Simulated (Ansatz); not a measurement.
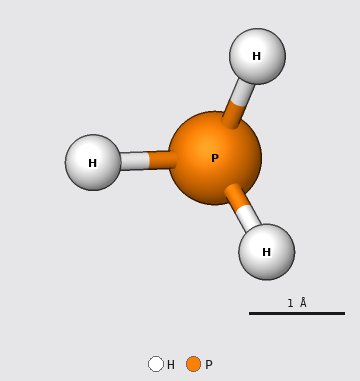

**Figure 1.** The structure as given in the input (ball-and-stick view, seen at a tilt). Bond lengths as drawn: H–P 1.42 Å.

**Geometry relaxation of PH₃**

PH₃, computed with RKS PBE0-D4/def2-TZVP (Ansatz 0.2.0).

Figures and captions count atoms from 1; the log counts them from 0 in places.

Input file
```yaml
crystal:
  periodic: [false, false, false]
  atoms:
    - {symbol: H, position_ang: [0.829492, 0.815270, -0.979826]}
    - {symbol: P, position_ang: [0.301945, 1.541028, -2.081085]}
    - {symbol: H, position_ang: [0.925574, 2.755533, -1.690045]}
    - {symbol: H, position_ang: [1.371167, 1.179664, -2.943264]}
basis:
  gaussian: {orbitals: def2-TZVP}
hamiltonian: {xc: pbe0, dispersion: d4}
relax: {f_tol: 0.005, max_steps: 200}
```

Machine: 4 threads of Arm Neoverse V1, 23 GiB of memory available, shared host.

Run as:
```bash
ansatz run in.yaml --threads 4 --pin off --events-out ev --progress --plain --max-ram 9574MiB
```

Log
```
Functional definition: PBE0
  name "PBE0"
  cite "Adamo & Barone, J. Chem. Phys. 110, 6158 (1999) doi:10.1063/1.478522"
  cite "Perdew, Burke & Ernzerhof, Phys. Rev. Lett. 77, 3865 (1996) doi:10.1103/PhysRevLett.77.3865"
  parent pbe
  parameter a = 0.25
  parameter kappa = 0.804
  parameter beta = 0.06672455060314922
  exchange = (1 - a)*pbe_x(kappa = kappa, mu = beta*pi^2/3) + a*exact_x
  correlation = pbe_c(beta = beta)
414 factors; their error is unknown
mean field evaluation 1: about -9333.5468 eV, gradient 1.1e1 eV
mean field evaluation 2: about -9333.7812 eV, gradient 8.0e0 eV
mean field evaluation 4: about -9333.9333 eV, gradient 2.2e-1 eV
mean field evaluation 8: about -9333.9416 eV, gradient 9.7e-4 eV
mean field -9333.94159314 eV, -343.0160267751 hartree, gradient 4.5e-5 eV, S^2 0.000000; 0 other end points of the search recorded, 0 dependent functions left out
the calculation of the forces begins
reference -9333.94161556 eV, -343.0160275990 hartree; 9, 9 occupied and 46, 46 virtual orbitals, 414 factors
relax step   1: F+E_penalty+E_count = -9333.96545193 eV  Δ(F+E_penalty+E_count) = +0.000e0 eV  max|allowed force component| = 2.389e-2 eV/Å  Δτ_max = 0.0000 Å  (20 SCF iters, accepted)
these checks for a lower state are left out or cut short: starts, cluster_reference, orbital_swaps, neighbouring_geometries, increment
414 factors; their error is unknown
mean field evaluation 16: about -9333.9418 eV, gradient 1.5e-5 eV
mean field -9333.94177621 eV, -343.0160335029 hartree, gradient 1.9e-5 eV, S^2 0.000000; 0 other end points of the search recorded, 0 dependent functions left out
the calculation of the forces begins
reference -9333.94179864 eV, -343.0160343270 hartree; 9, 9 occupied and 46, 46 virtual orbitals, 414 factors
relax step   2: F+E_penalty+E_count = -9333.96563986 eV  Δ(F+E_penalty+E_count) = -1.879e-4 eV  max|allowed force component| = 9.388e-3 eV/Å  Δτ_max = 0.0069 Å  (25 SCF iters, accepted)
these checks for a lower state are left out or cut short: starts, cluster_reference, orbital_swaps, neighbouring_geometries, increment
414 factors; their error is unknown
mean field -9333.94170459 eV, -343.0160308708 hartree, gradient 1.9e-5 eV, S^2 0.000000; 0 other end points of the search recorded, 0 dependent functions left out
the calculation of the forces begins
reference -9333.94172700 eV, -343.0160316944 hartree; 9, 9 occupied and 46, 46 virtual orbitals, 414 factors
relax step   3: F+E_penalty+E_count = -9333.96556348 eV  Δ(F+E_penalty+E_count) = +7.638e-5 eV  max|allowed force component| = 5.208e-2 eV/Å  Δτ_max = 0.0027 Å  (19 SCF iters, rejected (line search))
these checks for a lower state are left out or cut short: starts, cluster_reference, orbital_swaps, neighbouring_geometries, increment
414 factors; their error is unknown
mean field -9333.94179683 eV, -343.0160342603 hartree, gradient 5.8e-5 eV, S^2 0.000000; 0 other end points of the search recorded, 0 dependent functions left out
the calculation of the forces begins
reference -9333.94181925 eV, -343.0160350843 hartree; 9, 9 occupied and 46, 46 virtual orbitals, 414 factors
relax step   4: F+E_penalty+E_count = -9333.96565949 eV  Δ(F+E_penalty+E_count) = -1.963e-5 eV  max|allowed force component| = 1.897e-3 eV/Å  Δτ_max = 0.0013 Å  (16 SCF iters, accepted)
414 factors; their error is unknown
mean field evaluation 32: about -9333.5440 eV, gradient 1.1e1 eV
```

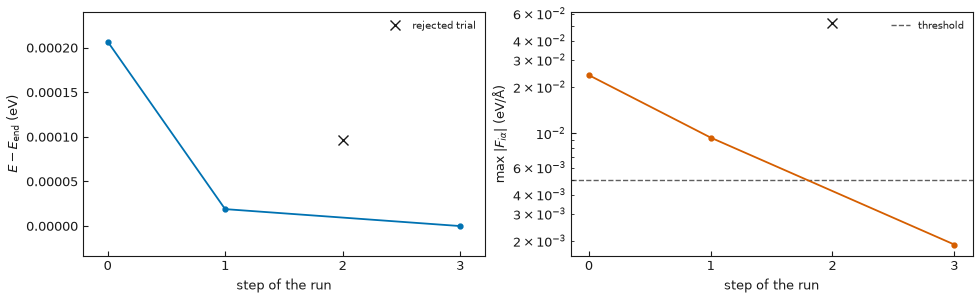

**Figure 2.** Progress of the relaxation, step by step (the first geometry is step 0 here and step 1 in the log). The energy falls by next to nothing (0.0 eV) in 3 geometry steps. Largest force component: 0.024 eV/Å at the start, 0.0019 eV/Å at the end. The line search rejected the trial step at point 2 (counted from 0) and went back. The largest move after the best rigid fit is that of H1, 0.006 Å. Largest moves by element: H 0.006 Å, P 0.003 Å. (Atoms are counted from 1 in the order of the input.)

```
mean field -9333.94179683 eV, -343.0160342603 hartree, gradient 5.8e-5 eV, S^2 0.000000; 1 other end points of the search recorded, 0 dependent functions left out
the calculation of the forces begins
reference -9333.94181925 eV, -343.0160350843 hartree; 9, 9 occupied and 46, 46 virtual orbitals, 414 factors
Total energy: -9333.96568192 eV, -343.0169120212 hartree
Atom 0 at     0.832081     0.818568    -0.983524 Å, force    -0.000668    -0.000706     0.000729 eV/Å
Atom 1 at     0.299332     1.541888    -2.082922 Å, force     0.001897     0.000306     0.000234 eV/Å
Atom 2 at     0.925687     2.753229    -1.687739 Å, force    -0.000536    -0.000074    -0.000657 eV/Å
Atom 3 at     1.371078     1.177811    -2.940035 Å, force    -0.000693     0.000474    -0.000306 eV/Å
Dipole moment:     0.139378     0.007752     0.039819 e Å
```

Trajectory as extended XYZ (Å, eV, eV/Å), 4 frames, from step=1 to step=4
```
4
Properties=species:S:1:pos:R:3:forces:R:3 step=1 energy=-9333.96545
H     0.8295    0.8153   -0.9798    0.0173   0.0201  -0.0217
P     0.3019    1.5410   -2.0811   -0.0160   0.0069  -0.0146
H     0.9256    2.7555   -1.6900    0.0013  -0.0184   0.0125
H     1.3712    1.1797   -2.9433   -0.0026  -0.0085   0.0239
4
Properties=species:S:1:pos:R:3:forces:R:3 step=2 energy=-9333.96564
H     0.8328    0.8193   -0.9844   -0.0077  -0.0027   0.0018
P     0.2988    1.5423   -2.0835    0.0094  -0.0053   0.0080
H     0.9255    2.7530   -1.6868    0.0002   0.0015  -0.0065
H     1.3711    1.1768   -2.9395   -0.0019   0.0065  -0.0034
4
Properties=species:S:1:pos:R:3:forces:R:3 step=3 energy=-9333.96556 accepted=F
H     0.8313    0.8189   -0.9841    0.0245  -0.0245   0.0386
P     0.3007    1.5413   -2.0819   -0.0521   0.0214  -0.0351
H     0.9256    2.7529   -1.6883    0.0079   0.0124   0.0080
H     1.3706    1.1785   -2.9399    0.0196  -0.0093  -0.0115
4
Properties=species:S:1:pos:R:3:forces:R:3 step=4 energy=-9333.96566
H     0.8321    0.8186   -0.9835   -0.0007  -0.0007   0.0007
P     0.2993    1.5419   -2.0829    0.0019   0.0003   0.0002
H     0.9257    2.7532   -1.6877   -0.0005  -0.0001  -0.0007
H     1.3711    1.1778   -2.9400   -0.0007   0.0005  -0.0003
```

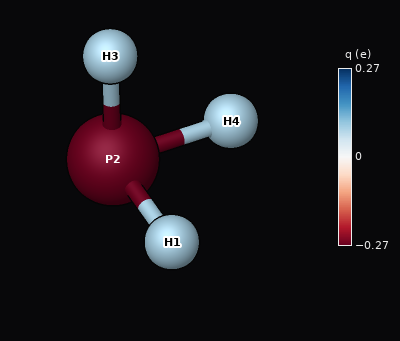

**Figure 3.** Mulliken charges, as the colour of each atom (ball-and-stick view, seen at a tilt; atoms are numbered from 1 in the order of the input). By element: H +0.09 and P −0.26 e.

Results in brief

| quantity | value |
| --- | --- |
| outcome | converged |
| total energy | −9333.9657 eV |
| mean-field energy | −9333.9418 eV |
| dispersion energy | −0.0239 eV |
| SCF solution under orbital rotations | stable |
| largest force (length of the vector) at the end | 0.002 eV/Å |
| dipole moment | 0.70 D |
| wall time | 1.1 s (CPU time 3.1 s) |
| peak memory | 0.46 GiB |
